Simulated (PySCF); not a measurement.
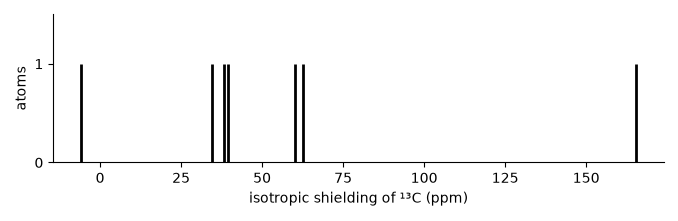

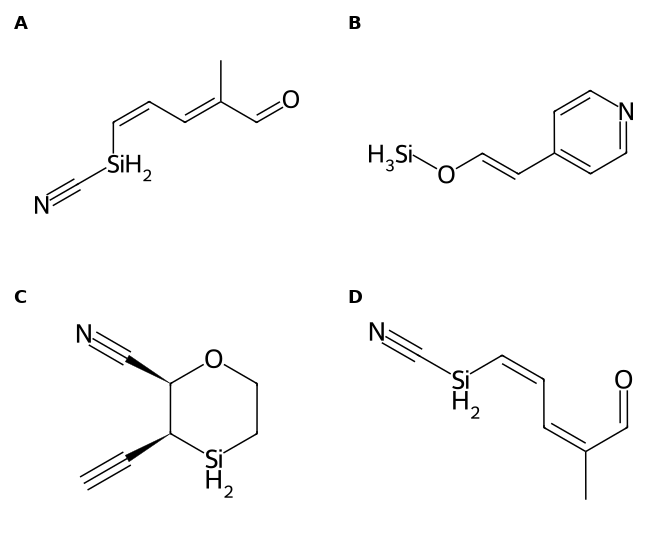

The sticks are computed shieldings of one of the molecules, for one fixed geometry (GFN2-xTB) without averaging over rotations. Low shielding means a high chemical shift. Method: GIAO PBE0/pcSseg-1 NMR shielding, non-relativistic, gas phase (PySCF 2.14.0).

### Match the spectrum to a structure.

D, `C/C(C=O)=C/C=C\[SiH2]C#N`. Its 7 C atoms give lines at −5.9, 34.5, 38.1, 39.6, 60.0, 62.7, 165.3 ppm.

The geometry is semi-empirical. Around Si such bond lengths and angles can be off by a tenth of an ångström or more and by several degrees, and values that hang on the shape move with them.
